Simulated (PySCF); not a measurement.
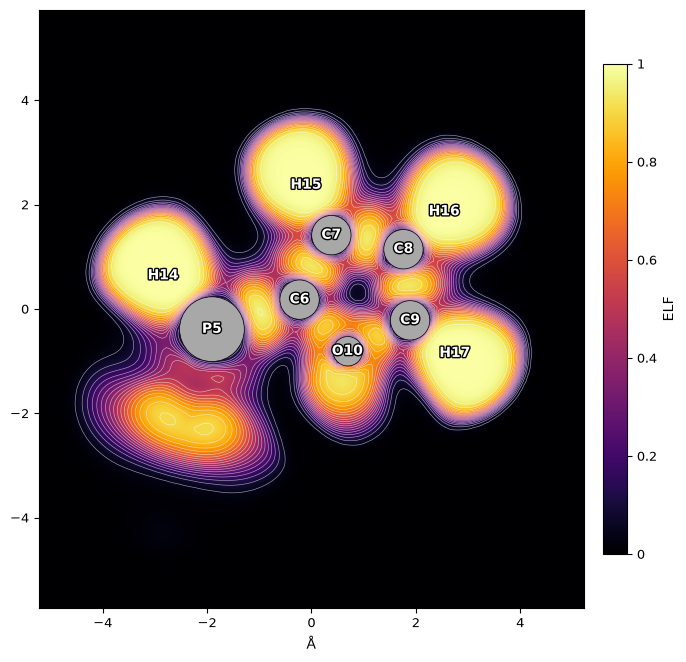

C₇H₇FOP (charge +1). Electron localisation function on the plane of atoms C7, C8 and C9. Grey discs cover the atomic cores.

Geometry: GFN2-xTB.

Method: PySCF, PBE0/pcSseg-1, SCF density, gas phase, non-relativistic.

Input file:

```
{"job": {"kind": "nmr", "xc": "PBE0", "basis": "pcSseg-1"}, "charge": 1, "multiplicity": 1}
C      2.884102     1.199429     0.178058
C      2.046172     0.003710     0.216621
C      1.739748    -1.125671     0.869180
F      2.030891    -1.835469     1.915152
P      0.685798    -0.921061    -0.553731
C     -1.008370    -0.436746    -0.367802
C     -2.167705    -0.663340    -1.076581
C     -3.174261     0.013924    -0.363784
C     -2.560795     0.597995     0.711035
O     -1.253859     0.334569     0.717416
H      3.510893     1.199000    -0.714040
H      2.269136     2.098702     0.143812
H      3.518912     1.228388     1.062564
H      0.912701    -1.711601    -1.663279
H     -2.278337    -1.234299    -1.976357
H     -4.213537     0.060821    -0.615944
H     -2.948488     1.203677     1.507768
```

Command:

```sh
OMP_NUM_THREADS=1 python probes_run.py task.json out
```

**Describe what can be read from this map.**

- Atoms in the plane: P, C, O and H.
- C–O (1.33 Å): the ELF peaks at about 0.90 between the atoms: a polar covalent bond.
- C–C (1.37 Å): the ELF peaks at about 0.95 between the atoms: a covalent bond.
- C–P (1.77 Å): the ELF peaks at about 0.95 between the atoms; a covalent bond.
- C–H (1.07 Å): the ELF climbs to about 1 towards the hydrogen, as it does in any bond to H; a covalent bond by its length.
- C–C (1.41 Å): the ELF peaks at about 0.95 between the atoms, as expected for a covalent bond.
- The ELF also peaks beside O10, away from the bonds: lone-pair regions.
